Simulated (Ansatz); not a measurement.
# Calculations on BH$_{5}$O

**1. Relaxation**

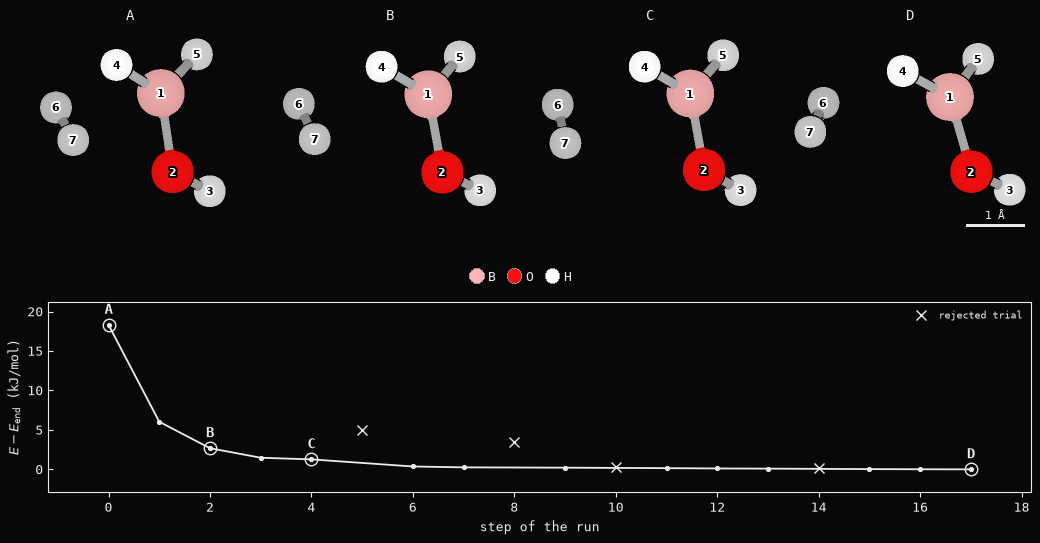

Frames of a relaxation of BH5O, marked on the history of the run. The picture is a ball-and-stick view, seen at a tilt.

The run prepares an end point of a later path (reaction) calculation, from a guessed geometry.

Computed with RKS PBE-D4/def2-SVPD in Ansatz 0.2.0. Settings: no spin polarisation; force threshold 0.03 eV/Å; at most 50 steps.

### Describe the path.

The atom that moves furthest after the best rigid fit is H7 (0.78 Å). Largest moves by element: H 0.78 Å, O 0.38 Å, B 0.20 Å. Near-neighbour distances that change, for instance: H6–H7 0.722 → 0.768 Å, B1–O2 1.385 → 1.359 Å. After 13 accepted moves (17 points after the start) the energy has fallen by 18.3 kJ/mol. The largest force component goes from 1.3 to 0.028 eV/Å. The line search rejected the trial steps at points 5, 8, 10, 14 of the run. The forces were under the threshold at step 7, but the run went on from there. From step 0 to 2: H6 moves most (0.39 Å), energy −15.6 kJ/mol. From step 2 to 4: H7 moves most (0.20 Å), energy −1.42 kJ/mol. From step 4 to 17: H7 moves most (0.32 Å), energy −1.26 kJ/mol.

```
step  E − E(0), kJ/mol  largest force component, eV/Å      note
   0              0.00                         1.3497          
   1            -12.28                         0.5315          
   2            -15.63                         0.6440          
   3            -16.84                         0.5892          
   4            -17.05                         0.5094          
   5            -13.29                         1.0621  rejected
   6            -17.95                         0.0882          
   7            -18.06                         0.0141          
   8            -14.78                         0.9884  rejected
   9            -18.10                         0.0313          
  10            -17.97                         0.2373  rejected
  11            -18.16                         0.0270          
  12            -18.20                         0.0918          
  13            -18.22                         0.0680          
  14            -18.19                         0.0760  rejected
  15            -18.28                         0.0534          
  16            -18.30                         0.0320          
  17            -18.31                         0.0276
```

**2. Relaxation**

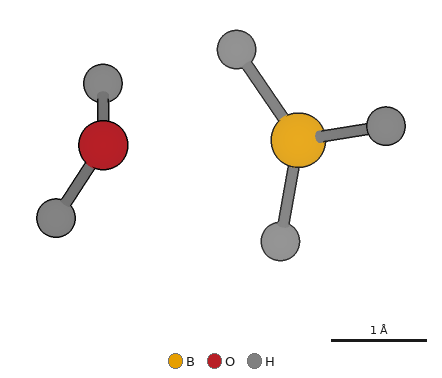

This is the input geometry for a relaxation of BH₅O. The picture is a ball-and-stick view, seen at a tilt.

The run prepares an end point of a later path (reaction) calculation, from a guessed geometry.

Theory: RKS PBE-D4/def2-SVPD in Ansatz 0.2.0.

Input file:
```yaml
crystal:
  periodic: [false, false, false]
  atoms:
    - { symbol: B, position_ang: [0.051251, 0.387297, -0.419561] }
    - { symbol: O, position_ang: [0.004532, 0.00954, 2.149194] }
    - { symbol: H, position_ang: [-0.9135, -0.283003, 2.295547] }
    - { symbol: H, position_ang: [1.079116, -0.15988, -0.745606] }
    - { symbol: H, position_ang: [-1.024922, -0.107936, -0.675254] }
    - { symbol: H, position_ang: [0.09407, 1.496871, 0.040386] }
    - { symbol: H, position_ang: [-0.078847, 0.937912, 1.810892] }
basis:
  gaussian: { orbitals: def2-SVPD }
hamiltonian:
  xc: pbe
  dispersion: d4
relax:
  f_tol: 0.03
  max_steps: 50
output:
  orbitals: {}
```

Launched with:
```bash
ansatz run input.yaml --threads 1 --pin off --max-ram 2048MiB --backend cpu --events-out ev --progress --plain --runs-dir out
```

Question: Predict the outcome.

Answer: Over 13 accepted moves (16 points after the start) the energy falls by 0.565 eV. The largest force component goes from 0.6 to 0.014 eV/Å. The line search rejected the trial steps at points 8, 9, 12 of the run. The forces were under the threshold at step 7, but the run went on from there. The atom that moves furthest after the best rigid fit is H7 (0.80 Å). By element the largest moves are H 0.80 Å, O 0.59 Å, B 0.35 Å. Among the contacts that change: B1–O2 2.597 → 1.707 Å, B1–H6 1.202 → 1.226 Å, O2–H7 0.992 → 0.976 Å, B1–H4 1.209 → 1.221 Å. Bond angles that change, for instance: H4–B1–H5 120.9° → 115.9°, H4–B1–H6 119.4° → 115.5°, H3–O2–H7 104.7° → 106.7°.

Final geometry:

```xyz
7

B    -0.0559    0.3635   -0.0824
O    -0.1269   -0.0498    1.5721
H    -1.0029    0.2065    1.9174
H     1.0803    0.0250   -0.3728
H    -0.9525   -0.3227   -0.5465
H    -0.2626    1.5724   -0.0850
H     0.5322    0.4859    2.0528
```

The end point in the same view:

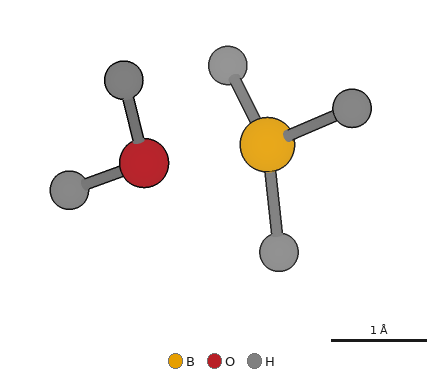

**3. Path**

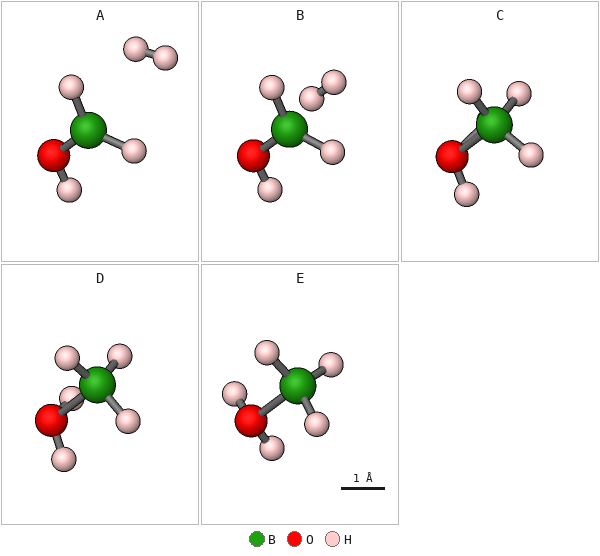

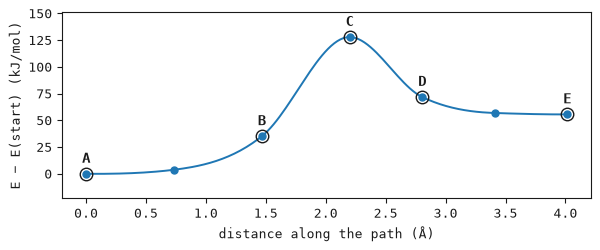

A nudged-elastic-band calculation for BH5O, made up at the start of BH$_{3}$O and H$_{2}$. Images are numbered from 0 (start) to 6 (end). Frames A to E are images 0, 2, 3, 4, 6. The picture is a ball-and-stick view, seen from a free direction.

Level of theory: RKS PBE-D4/def2-SVPD (Ansatz).

Input file:
```yaml
crystal:
  periodic: [false, false, false]
  atoms:
    - { symbol: B, position_ang: [-0.074883, -0.40426, 0.238092] }
    - { symbol: O, position_ang: [-0.103274, -0.870848, 1.514674] }
    - { symbol: H, position_ang: [-1.000949, -0.933793, 1.883711] }
    - { symbol: H, position_ang: [1.016501, -0.309509, -0.281875] }
    - { symbol: H, position_ang: [-1.107206, -0.113889, -0.338321] }
    - { symbol: H, position_ang: [-0.048183, 2.568066, 0.492432] }
    - { symbol: H, position_ang: [0.529694, 2.345033, 0.946886] }
basis:
  gaussian: { orbitals: def2-SVPD }
hamiltonian:
  xc: pbe
  dispersion: d4
neb:
  order_check: false
  images: 5
  f_tol: 0.03
  max_iterations: 60
  final_atoms:
    - { symbol: B, position_ang: [-0.14348711, 0.37388194, -0.08332582] }
    - { symbol: O, position_ang: [0.03267563, -0.05129561, 1.56025691] }
    - { symbol: H, position_ang: [-0.82625976, 0.07495785, 2.00591141] }
    - { symbol: H, position_ang: [0.98923526, 0.20354446, -0.50503423] }
    - { symbol: H, position_ang: [-0.97964627, -0.4326865, -0.45824806] }
    - { symbol: H, position_ang: [-0.51949494, 1.54037877, -0.03903885] }
    - { symbol: H, position_ang: [0.6586772, 0.5720191, 1.97507764] }
  initial_path:
    images:
      - { positions_ang: [[-0.074883, -0.40426, 0.238092], [-0.103274, -0.870848, 1.514674], [-1.000949, -0.933793, 1.883711], [1.016501, -0.309509, -0.281875], [-1.107206, -0.113889, -0.338321], [-0.048183, 2.568066, 0.492432], [0.529694, 2.345033, 0.946886]] }
      - { positions_ang: [[-0.04950411, -0.26559709, 0.15684538], [-0.06602767, -0.58616534, 1.59448471], [-0.96604573, -0.72735214, 1.95251896], [1.02074547, -0.19511205, -0.38944591], [-1.08200496, -0.07290435, -0.42439456], [-0.01439029, 2.18438568, 0.49055044], [0.36892728, 1.9435453, 1.07503998]] }
      - { positions_ang: [[-0.02412521, -0.12693418, 0.07559876], [-0.02878134, -0.30148268, 1.67429542], [-0.93114245, -0.52091128, 2.02132692], [1.02498994, -0.0807151, -0.49701681], [-1.05680391, -0.03191971, -0.51046812], [0.01940243, 1.80070536, 0.48866888], [0.20816055, 1.5420576, 1.20319396]] }
      - { positions_ang: [[0.00125368, 0.01172873, -0.00564787], [0.00846499, -0.01680003, 1.75410612], [-0.89623918, -0.31447042, 2.09013488], [1.0292344, 0.03368185, -0.60458772], [-1.03160287, 0.00906494, -0.59654168], [0.05319514, 1.41702503, 0.48678732], [0.04739383, 1.1405699, 1.33134794]] }
      - { positions_ang: [[-0.04699325, 0.13244647, -0.03154052], [0.0165352, -0.02829855, 1.68948972], [-0.87291271, -0.184661, 2.06206039], [1.01590136, 0.09030272, -0.57140322], [-1.014284, -0.13818554, -0.55044381], [-0.13770155, 1.45814294, 0.31151193], [0.25115495, 0.95105297, 1.5459245]] }
      - { positions_ang: [[-0.09524018, 0.2531642, -0.05743317], [0.02460541, -0.03979708, 1.62487331], [-0.84958623, -0.05485157, 2.0339859], [1.00256831, 0.14692359, -0.53821872], [-0.99696514, -0.28543602, -0.50434594], [-0.32859825, 1.49926086, 0.13623654], [0.45491608, 0.76153603, 1.76050107]] }
      - { positions_ang: [[-0.14348711, 0.37388194, -0.08332582], [0.03267563, -0.05129561, 1.56025691], [-0.82625976, 0.07495785, 2.00591141], [0.98923526, 0.20354446, -0.50503423], [-0.97964627, -0.4326865, -0.45824806], [-0.51949494, 1.54037877, -0.03903885], [0.6586772, 0.5720191, 1.97507764]] }
```

Command:
```bash
ansatz run input.yaml --threads 1 --pin off --max-ram 2048MiB --backend cpu --events-out ev --progress --plain --runs-dir out
```

### What happens along the path, and what is the barrier?

Breaking: H–H (0.77 → 2.53 Å). Forming: B–H (2.98 → 1.23 Å), H–O (3.33 → 0.98 Å). The highest point, image 3, lies 127.9 kJ/mol above the start and 72.4 kJ/mol above the end; the end is at +55.6 kJ/mol relative to the start. The band converged in 11 iterations. The largest component of the band force went from 4.3 to 0.029 eV/Å. The climbing image converged on the top of the path. Its vibrational analysis gives one imaginary mode (1176i cm⁻¹), as a transition state must have.

Limits of the set-up: the start holds two separate molecules, 2.9 Å apart at their closest, whose relative position is a soft coordinate.
